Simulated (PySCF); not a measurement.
SMILES [SiH3]O/C=C\c1ccccc1 (C₈H₁₀OSi) at its GFN2-xTB optimised geometry (Å):

```
20

Si     0.9206    -3.4472     0.0765
O      0.2246    -1.9779     0.0114
C     -1.0553    -1.5688     0.0084
C     -1.4554    -0.2937     0.0010
C     -0.6551     0.9197     0.0000
C     -1.3146     2.1523    -0.0008
C     -0.6081     3.3385    -0.0009
C      0.7772     3.3224    -0.0003
C      1.4450     2.1090     0.0000
C      0.7413     0.9197     0.0000
H      0.4693    -4.2804    -1.0404
H      0.5839    -4.1165     1.3347
H      2.3135    -3.0443    -0.0198
H     -1.7972    -2.3607     0.0095
H     -2.5255    -0.1365    -0.0036
H     -2.3956     2.1728    -0.0011
H     -1.1379     4.2804    -0.0013
H      1.3317     4.2494    -0.0001
H      2.5255     2.0896     0.0002
H      1.2738    -0.0166    -0.0003
```

Level of theory: B3LYP/def2-SVP (PySCF). Cells within 0.4 Å of a nucleus heavier than hydrogen are left out (blank, or x).

Map of the Laplacian of the electron density (e/bohr⁵), clipped to [-1.50, 1.50] on the plane z = 0.0 Å:

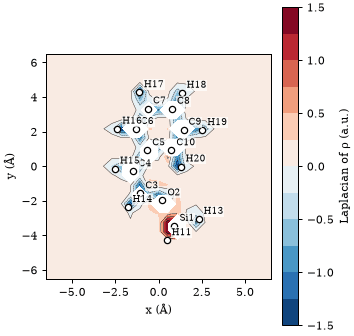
Figure. Laplacian of the electron density (e/bohr⁵), clipped to [-1.50, 1.50] on the plane z = 0.0 Å.
